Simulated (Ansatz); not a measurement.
**C2H6O: molecular dynamics (part 2 of 2)**

The same run, continued: C2H6O (disordered cell, 36 atoms in the cell); DFT PBE-D3(BJ), scalar-relativistic, plane waves, PAW, no spin polarisation (Ansatz 0.2.0); cutoff 420 eV, 1×1×1 k-mesh, Fermi–Dirac smearing of 0.02 eV. One setting was made poor on purpose. It belongs to a series of runs on one base structure; here: dynamics from the last frame of the run before.

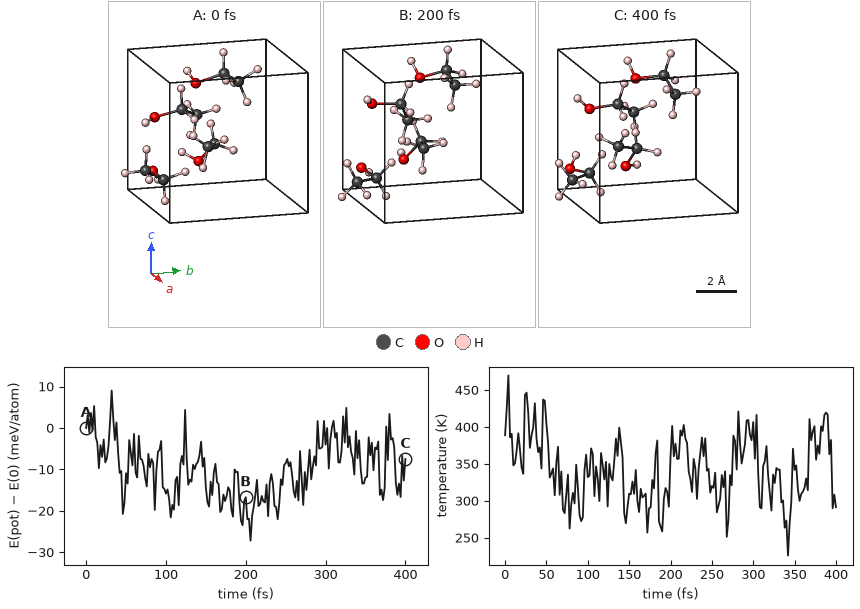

*Frames of the molecular dynamics (ball-and-stick, simulation cell, seen slightly off an axis) above the curves, on which the letters mark them.*

The trajectory kept here has 201 frames over 400 fs. The temperature starts at 389 K, ranges from 226 to 470 K and averages 346 K over the second half. The potential energy ends 7.5 meV/atom below its first value. With the common drift removed, the root-mean-square displacement is 0.88 Å, and H4 has moved furthest (1.66 Å).

```
[...]
Internal energy: -4661.068406 eV  (E = F + TS)
E sigma→0 (E₀):  -4661.068406 eV
Fermi energy:    0.385568 eV
--- Per-component energies (eV) ---
  E_band       = -689.013283
  E_kinetic    = 1764.171021
  E_local      = -5633.421637  (includes V_loc(G=0)·N_el)
  E_nonlocal   = 449.914396
  E_hartree    = 2037.326955
  E_xc         = -893.928593
  E_vxc        = -1128.333770  (∫ρ·V_xc dr)
  E_paw        = -1442.164707  (= ΣΔE_a)
  E_vpaw       = -215.975274  (= ΣTr[D̂ρ^β])
  E_aug_tail   = -0.022549  (compensation charges beyond the density's cutoff)
  E_ewald      = -941.638599
  E_disp       = -1.304694  (pairwise vdW)
  E_smearing   = -0.000000  (= −TS)
  E_closure    = -0.000000  (closes the sum)
  Σ components = -4661.068406   (vs F -4661.068406, Δ=0.00e0)
--- Forces (eV/Å), atoms counted from 1 ---
  atom   1  C     -1.88948387    -2.18441539    -1.64980861
  atom   2  C     -3.21678195    -0.83853781     2.15882896
  atom   3  O      2.38134712    -1.52123449     0.93296111
  atom   4  H     -1.21787226     1.70997550    -0.18799252
  atom   5  H      1.04114183     0.65423907    -1.62577002
  atom   6  H      0.52095169     0.52675541    -0.39276776
  atom   7  H      1.15494789     0.45005437     1.34675793
  atom   8  H      1.04256413     0.85120852    -0.39083620
  atom   9  H      0.09128216     0.43161784     0.08950122
  atom  10  C      1.31216617    -1.27115164     1.30029514
  atom  11  C     -1.22674336    -0.16994984    -0.25023336
  atom  12  O      0.53125274     3.07611501    -1.26562669
  atom  13  H      0.67655447    -1.64477012     1.94745181
  atom  14  H     -0.24728972    -0.17448751    -0.04646643
  atom  15  H     -0.37094838    -0.98281922    -0.30439744
  atom  16  H      0.25777933     1.33971695     0.49187141
  atom  17  H      0.29225828     0.17098155    -2.22937835
  atom  18  H     -1.15259502    -0.32372669     0.25149397
  atom  19  C     -0.21978693    -1.04254258     0.38519169
  atom  20  C      0.73126993     0.35737078     1.46128917
  atom  21  O     -0.21596552     0.34362555     0.28657288
  atom  22  H      0.11659576     0.44575477    -0.37678622
  atom  23  H      0.43226968    -0.90664030    -1.25439439
  atom  24  H     -1.28169826     0.07781479    -0.68813398
  atom  25  H      0.40506435     1.02420473     0.29482391
  atom  26  H     -0.32919282     0.33509722    -0.76543470
  atom  27  H      0.31886088    -0.47812967     0.46785160
  atom  28  C     -0.59333737    -1.77638394     1.32979921
  atom  29  C     -0.67782180    -0.38641569    -0.12233931
  atom  30  O      0.54762279    -0.18734244    -0.77298850
  atom  31  H     -0.71886886     0.77006836     0.57464516
  atom  32  H      0.52271517    -0.64926461    -1.26050912
  atom  33  H     -0.67970175     0.59900938     0.75653303
  atom  34  H      2.07253641     0.78145205    -0.11487673
  atom  35  H     -0.10587441     0.30421147    -0.19199990
  atom  36  H     -0.30523575     0.28865624    -0.18514719
  max |Σ_I F_I| component: 1.18e-4 eV/Å
--- MD trajectory: 200 steps, t = 0.0 → 400.0 fs ---
  final state: T = 291.4 K   F+E_penalty+E_count = -4661.06840605 eV   E_kin = 1.355905 eV
```

## Trajectory as extended XYZ (Å, eV, eV/Å), 6 of the 201 frames kept, from step=0 to step=200
```
36
Lattice="7.2936 0.0000 0.0000 0.0000 7.2936 0.0000 0.0000 0.0000 7.2936" Properties=species:S:1:pos:R:3:forces:R:3 step=0 time_fs=0.0 energy=-4660.79878 temperature=388.9
C     1.6846    3.7275    2.3606   -0.6647  -0.7887   0.1146
C     0.3715    4.4636    2.1460   -1.5057  -2.7366   0.7017
O    -0.4897    3.8897    1.0808    0.4670  -0.1691   0.4141
H    -1.0061    3.1675    1.4778    0.1253   0.0788   0.0423
H    -0.3139    4.4781    3.0284    0.8364   0.3348  -0.0521
H     0.6300    5.3858    1.7991    0.2264   3.1307  -0.8815
H     2.4477    4.3554    2.8658   -0.3358  -0.2098  -0.3760
H     1.4842    2.8470    2.9882    0.3466  -0.0066  -0.0448
H     2.0014    3.3633    1.3644    0.2941   0.3182   0.3442
C     4.6430    2.2355    4.8462   -2.5611  -3.3931  -0.4881
C     5.5717    1.1615    5.4206    1.4498   0.4184   0.8835
O     5.1116   -0.1351    5.0034    0.0353   0.2234  -0.3646
H     5.7950   -0.8302    4.9305    0.1562   0.7107   0.2744
H     6.6210    1.5030    5.1190   -0.8081  -1.1492  -0.2820
H     5.6822    1.0852    6.5421   -0.5223   0.5991  -0.5300
H     4.7449    3.2307    5.1110    1.0856   2.0718   0.4493
H     4.6077    2.0531    3.7469    0.2502   0.5409   0.4260
H     3.5516    2.0554    5.1423    1.0442  -0.1998  -0.1536
C     2.4099    5.1109    5.8314   -0.2521   2.2330  -1.1265
C     0.9161    4.8036    5.9143    0.0348  -1.0499  -1.2729
O     0.5574    3.4185    5.4176    0.0315   1.3325   0.8454
H    -0.3006    3.2293    5.8705    0.7938   0.2205  -0.1749
H     0.5636    4.8750    6.9195   -0.3876   0.1047   0.6571
H     0.3748    5.5032    5.2479    0.0043   0.1026   0.2505
H     2.6590    6.0494    6.4602   -0.3613  -1.5080  -0.4933
H     3.0313    4.2626    6.0895    0.2531  -0.1630   0.1978
H     2.6327    5.4991    4.7802    0.1005  -0.8241   1.0459
C     4.1384   -0.3236    2.0002   -0.0120   0.2215   2.0432
C     3.5277    0.8120    1.2973   -1.5748   2.3699  -0.2700
O     2.1087    0.6830    1.4233   -0.6471  -1.1524   1.5247
H     1.5312    1.1318    0.8089    0.3744   0.6857  -0.7222
H     3.8097    1.8758    1.6992    0.0465  -1.5088  -0.3562
H     3.6837    0.8407    0.2303    0.8523  -0.1621  -0.6560
H     5.1509   -0.4375    1.7767    2.0408  -0.1112  -0.7426
H     4.1567   -0.2732    3.1087   -0.3412   0.5629  -0.3661
H     3.6891   -1.2647    1.8291   -0.8751  -1.1276  -0.8614
36
Lattice="7.2936 0.0000 0.0000 0.0000 7.2936 0.0000 0.0000 0.0000 7.2936" Properties=species:S:1:pos:R:3:forces:R:3 step=40 time_fs=80.0 energy=-4661.13986 temperature=295.4
C     1.6261    3.8306    2.1872   -0.2702  -1.6838   0.1997
C     0.2108    4.3211    2.1648    0.1418   2.4597   1.5311
O    -0.6032    3.6267    1.2723   -0.5684  -0.9445  -0.9403
H    -1.5454    3.8059    1.4394    0.3543   0.0975   0.1436
H    -0.1901    4.3128    3.2220    0.1547  -0.1544  -0.7110
H     0.2829    5.4360    1.8736   -0.2345  -0.9910   0.2510
H     2.2286    4.4340    2.8364    0.3249   0.5861   0.4024
H     1.7406    2.7802    2.5948   -0.3358   0.8841  -0.2637
H     2.0544    3.8618    1.1970    0.3126  -0.0515  -0.6198
C     4.7714    2.0294    4.6246   -0.5285   2.2550  -1.2137
C     5.3980    1.2735    5.6991   -1.0213  -1.5872   1.8622
O     5.1611   -0.1288    5.4759    0.9151  -0.5588  -0.0345
H     5.9302   -0.5458    5.9035   -0.2686  -0.4114  -0.1491
H     6.4528    1.4678    5.8342    0.6338   0.1390  -0.1526
H     4.8851    1.4111    6.6963    0.6125   0.8349  -0.6652
H     5.2586    3.0621    4.6628   -0.8001  -0.9273  -0.5854
H     4.8493    1.5656    3.6137    0.6220   0.2810   0.5672
H     3.6779    2.1507    4.7444    0.2106   0.0435   0.2629
C     2.5593    5.3061    5.4988   -0.6506  -1.0844  -1.4004
C     1.0462    5.1189    5.9228    0.6580   0.8660  -2.1269
O     0.4730    3.8193    5.4810    1.6334   1.2395   0.5099
H    -0.3041    3.6747    6.0174   -0.5615  -0.1093   0.7311
H     0.9824    5.4373    6.9755   -0.6291  -0.7223   0.0412
H     0.5483    5.8806    5.2359    0.0010  -0.3650   1.1124
H     3.1550    6.0211    6.0762   -0.2599  -0.1406   0.2514
H     3.1019    4.3368    5.3661   -0.2890   0.3906   0.6292
H     2.5604    5.6920    4.4542    0.0430   0.0437   0.4765
C     4.0563   -0.3209    1.7869    0.1815   1.7552  -0.6198
C     3.2978    0.9692    1.3924   -0.1846  -1.1569   1.7441
O     1.9565    0.6156    1.5420   -2.2453   0.3797  -0.2812
H     1.3783    1.4231    1.5360    0.6048  -0.7464  -0.1502
H     3.4927    1.7468    2.1261    0.6171   0.6092   0.0166
H     3.5174    1.2940    0.3951    0.2792   0.3433  -0.8534
H     5.1213    0.0251    1.7526   -0.3388  -1.0811  -0.0617
H     3.7677   -0.5641    2.8345    0.2079  -0.2549  -0.7413
H     3.7323   -1.0196    0.9801    0.6779  -0.2377   0.8378
36
Lattice="7.2936 0.0000 0.0000 0.0000 7.2936 0.0000 0.0000 0.0000 7.2936" Properties=species:S:1:pos:R:3:forces:R:3 step=80 time_fs=160.0 energy=-4661.18452 temperature=299.6
C     1.7263    3.9978    2.1646    1.2649  -0.1424   1.5247
C     0.2886    4.3500    2.1722   -1.9988  -0.5181   0.6260
O    -0.3958    3.4860    1.1942    0.4227  -0.1824   0.2777
H    -1.3298    3.7277    1.1140   -0.0500   0.1767   0.2483
H    -0.2158    4.2767    3.2022    0.7692  -0.3142  -0.9364
H     0.1202    5.3734    1.8846    0.0949   0.8367  -0.3981
H     2.3214    4.9199    2.3693   -0.2827  -0.6973   0.2411
H     1.9790    3.1871    2.9182   -0.2170   0.8694  -0.5667
H     2.0987    3.6512    1.2146   -0.1214  -0.2251  -0.7842
C     4.8532    1.7759    4.5619   -0.9762   3.5410  -1.8527
C     5.6077    1.3072    5.6801    3.9397  -0.9924   0.6449
O     5.4148   -0.1134    5.7352   -1.1629   0.8866  -2.0971
H     5.6254   -0.3572    6.5892    0.7790  -1.2419   3.0629
H     6.7899    1.3940    5.4289   -2.1590   0.5209   0.6990
H     5.4058    1.8710    6.6346    0.0084  -0.6586  -0.4727
H     5.0393    2.8939    4.4195   -0.1800  -0.9039   0.3439
H     5.1920    1.3991    3.6071    0.0100  -0.7223  -0.3166
H     3.7663    1.7010    4.6726   -0.1633  -0.3640   0.0166
C     2.4713    5.2556    5.5268    0.3232   0.1249  -0.5054
C     1.1036    5.2296    6.2034    0.5820  -2.6032  -1.3669
O     0.4226    3.9839    5.7213    0.6899   0.9879  -0.3507
H     0.1615    3.5856    6.5456   -0.5761  -0.8096   0.9834
H     1.1380    5.1322    7.2828    0.0358   0.6287   0.2186
H     0.4899    5.9898    5.8074   -0.7831   1.5044   0.0095
H     2.7454    6.2785    5.2074    0.0529  -0.2033   0.1950
H     3.3033    4.8686    6.1450   -0.2756   0.0281  -0.0914
H     2.4270    4.6301    4.5946   -0.0162   0.4669   0.7620
C     4.0364   -0.4962    1.5184   -0.0037   2.2009   0.8507
C     3.2406    0.9063    1.4337   -1.2786  -2.4096  -0.0547
O     1.8349    0.4393    1.5882    0.9679   0.1449  -0.0440
H     1.2882    1.2130    1.7544   -0.2785   0.4137  -0.0297
H     3.4439    1.6263    2.2564    0.4093  -0.5052  -0.4277
H     3.2905    1.3796    0.4441    0.4076   0.1095  -0.0133
H     5.1237   -0.2754    1.6254   -0.3306  -0.3516  -0.6263
H     3.7834   -0.8527    2.5218   -0.1627  -0.3224   0.0271
H     3.7452   -1.2500    0.7550    0.2591   0.7263   0.2031
36
Lattice="7.2936 0.0000 0.0000 0.0000 7.2936 0.0000 0.0000 0.0000 7.2936" Properties=species:S:1:pos:R:3:forces:R:3 step=120 time_fs=240.0 energy=-4661.59147 temperature=360.5
C     1.5612    3.6824    2.3233   -2.7914  -1.4024  -1.2538
C     0.1480    4.2846    2.3245    1.0138   1.2709  -1.6552
O    -0.5828    3.4796    1.3819   -0.2727  -0.0607   0.0326
H    -1.5148    3.7292    1.4533   -0.1596  -0.0264  -0.0757
H    -0.3525    4.3953    3.2774   -0.0106  -0.5679   0.6998
H     0.1881    5.3482    1.9203    0.1755  -0.6937   0.2639
H     2.2050    4.1798    2.9372    2.1122   1.8182   1.2670
H     1.4842    2.7122    2.8044   -0.1768  -0.4885   0.3699
H     1.8806    3.4886    1.2800    0.1678   0.5360   0.3800
C     5.2219    2.0906    4.7079    0.5665  -0.1124  -1.0382
C     5.9400    1.4765    5.8669   -0.6943  -1.5439   1.3695
O     5.7161   -0.0009    5.8748   -0.7122   1.2356  -0.8854
H     6.3837   -0.4987    6.3521    0.5972   0.3228   0.3389
H     6.9885    1.6925    5.8935    0.8859   0.0504  -0.1563
H     5.4922    1.8532    6.8198    0.2705  -0.0019  -0.3258
H     5.3737    3.1967    4.6998   -0.1185  -0.6314   0.0325
H     5.6021    1.6597    3.7268   -0.4509   0.4563   0.8944
H     4.1690    1.8523    4.8431   -0.4456   0.0747  -0.3550
C     2.7475    5.2482    5.6028   -2.4791   0.0693   0.4388
C     1.1982    5.1483    6.0082    1.2599   0.1076  -2.6891
O     0.5901    3.8678    5.6791    0.6113   0.9347   0.4720
H     0.1383    3.6728    6.5093   -0.4241  -0.5925   0.3602
H     1.1297    5.4060    7.0289   -0.3895   0.0161   1.5982
H     0.6653    5.9323    5.4043    0.2736  -0.3047   0.4131
H     3.2102    5.9433    6.2934    0.4129   0.2667  -0.0983
H     3.2313    4.2956    5.5938    0.3690  -0.9242   0.3941
H     2.7537    5.5953    4.5907    0.4034   0.5976  -0.7307
C     4.2484   -0.3606    1.5642    0.6291  -0.2128   0.4082
C     3.3616    0.8443    1.3142    0.5569   0.3330  -1.4255
O     2.0091    0.5422    1.6754    0.4606   0.4161   0.1066
H     1.6556    1.4119    1.9302   -0.4352  -0.2768  -0.0897
H     3.7588    1.7956    1.7739   -0.3573  -0.8285   0.3228
H     3.4194    1.0978    0.2132   -0.1919  -0.2507   0.4945
H     5.3138   -0.1132    1.6866   -0.1444   0.2773   0.0813
H     3.9370   -0.8858    2.4628   -0.1130   0.0513   0.5453
H     4.2593   -1.1256    0.7881   -0.3989   0.0850  -0.5047
36
Lattice="7.2936 0.0000 0.0000 0.0000 7.2936 0.0000 0.0000 0.0000 7.2936" Properties=species:S:1:pos:R:3:forces:R:3 step=160 time_fs=320.0 energy=-4660.99767 temperature=310.8
C     1.3048    3.2962    2.6524   -1.5612  -0.0551  -3.0619
C     0.1859    4.2860    2.0689    2.0298  -0.3190   0.7970
O    -0.6912    3.6791    1.1047    0.6009   0.2951   0.2151
H    -1.4403    4.2820    1.1212   -0.6163   0.0576  -0.2543
H    -0.4042    4.7021    2.9072    0.0744  -0.3357   0.0001
H     0.8014    5.1414    1.6867   -0.6486  -0.2144  -0.2943
H     1.4477    3.6594    3.6099    1.0625   0.7562   1.9664
H     0.8393    2.3224    2.8230   -0.0040  -0.3442  -0.1629
H     2.2331    3.1949    1.9984   -1.1282   0.2977   0.8162
C     5.3571    2.3419    5.1677    0.6691   0.3831  -0.9229
C     6.1486    1.3856    6.0935   -1.2572  -0.3224  -0.4526
O     5.5245    0.0519    5.8972    0.4257   1.3654  -0.4063
H     5.8864   -0.5575    6.5442    0.3081  -0.1187   0.3561
H     7.2194    1.3981    5.8336   -0.0847  -0.1862   0.0024
H     6.0277    1.7095    7.1270    0.0674  -0.0828   0.3712
H     5.5611    3.4802    5.3710   -0.5685  -2.0923  -0.4213
H     5.7214    2.0903    4.1002   -0.7723   0.6504   1.2384
H     4.2553    2.1314    5.2466    0.8092   0.2536  -0.0392
C     2.4985    5.5112    5.3727    1.1038  -2.5071   1.4160
C     1.1150    5.3909    5.9456    0.2210   1.0303  -0.0124
O     0.5892    4.1262    5.5828    0.3337   0.0901  -0.3186
H    -0.2886    3.9718    5.9517    0.0220   0.2025   0.4370
H     1.2451    5.5231    7.0272   -0.4649  -0.1539   0.3106
H     0.5303    6.2653    5.5475   -0.0750  -0.6606   0.2381
H     3.1021    6.3076    5.7575    0.1391   0.9367   0.1493
H     3.0954    4.5643    5.6239   -0.6629   0.8252   0.0984
H     2.5040    5.4647    4.3330   -0.0782   0.5102  -2.1550
C     4.4495   -0.5558    1.5926    1.2204   2.1593  -1.1986
C     3.6357    0.7762    1.6254   -1.0090  -0.9737   1.4900
O     2.2591    0.2712    1.8084    0.1157   0.3094  -0.4621
H     1.5431    0.8962    1.5556    0.9532   0.0208   0.1099
H     3.8525    1.4448    2.4700    0.2970  -0.3448   0.4365
H     3.7652    1.4409    0.7949   -0.0769  -0.0342  -1.3253
H     5.5842   -0.3231    1.3405   -2.0545  -0.5858   0.4324
H     4.3844   -1.0083    2.5764   -0.0687  -0.4269   0.0833
H     3.9204   -1.0816    0.7677    0.6782  -0.3854   0.5231
36
Lattice="7.2936 0.0000 0.0000 0.0000 7.2936 0.0000 0.0000 0.0000 7.2936" Properties=species:S:1:pos:R:3:forces:R:3 step=200 time_fs=400.0 energy=-4661.06841 temperature=291.4
C     1.0618    3.0332    2.3735   -1.8895  -2.1844  -1.6498
C     0.2799    4.2479    1.9918   -3.2168  -0.8385   2.1588
O    -0.6587    3.9461    0.8713    2.3813  -1.5212   0.9330
H    -1.1946    4.7010    0.7612   -1.2179   1.7100  -0.1880
H    -0.4061    4.3296    2.9570    1.0411   0.6542  -1.6258
H     0.8200    5.1664    1.8552    0.5210   0.5268  -0.3928
H     1.6799    3.2064    3.1991    1.1549   0.4501   1.3468
H     0.2756    2.2545    2.7200    1.0426   0.8512  -0.3908
H     1.6026    2.5450    1.5429    0.0913   0.4316   0.0895
C     5.0070    2.6376    5.1373    1.3122  -1.2712   1.3003
C     5.8531    1.5454    5.8321   -1.2267  -0.1700  -0.2502
O     5.1136    0.2801    5.4985    0.5313   3.0761  -1.2656
H     5.2220   -0.3895    6.1234    0.6766  -1.6448   1.9475
H     6.8827    1.5226    5.4268   -0.2473  -0.1745  -0.0465
H     5.9548    1.8532    6.9062   -0.3709  -0.9828  -0.3044
H     5.2518    3.5745    5.5547    0.2578   1.3397   0.4919
H     5.2936    2.6518    4.1383    0.2923   0.1710  -2.2294
H     3.9654    2.4563    5.2211   -1.1526  -0.3237   0.2515
C     2.5857    5.5768    5.2663   -0.2198  -1.0425   0.3852
C     1.2309    5.3809    5.9399    0.7313   0.3574   1.4613
O     0.7924    4.0259    5.7744   -0.2160   0.3436   0.2866
H     0.3219    3.7499    6.6040    0.1166   0.4458  -0.3768
H     1.2184    5.7438    7.0436    0.4323  -0.9066  -1.2544
H     0.6267    6.1533    5.4892   -1.2817   0.0778  -0.6881
H     2.9008    6.5874    5.4011    0.4051   1.0242   0.2948
H     3.3368    4.8949    5.7451   -0.3292   0.3351  -0.7654
H     2.4667    5.4760    4.1651    0.3189  -0.4781   0.4679
C     4.5044   -0.4410    1.7127   -0.5933  -1.7764   1.3298
C     3.5939    0.7401    1.7570   -0.6778  -0.3864  -0.1223
O     2.2850    0.1034    1.7122    0.5476  -0.1873  -0.7730
H     1.6794    0.6000    2.2418   -0.7189   0.7701   0.5746
H     3.6229    1.3909    2.6970    0.5227  -0.6493  -1.2605
H     3.8366    1.2474    0.7852   -0.6797   0.5990   0.7565
H     5.5213   -0.2157    1.7167    2.0725   0.7815  -0.1149
H     4.3677   -1.1050    2.5941   -0.1059   0.3042  -0.1920
H     4.3114   -1.0917    0.8468   -0.3052   0.2887  -0.1851
```
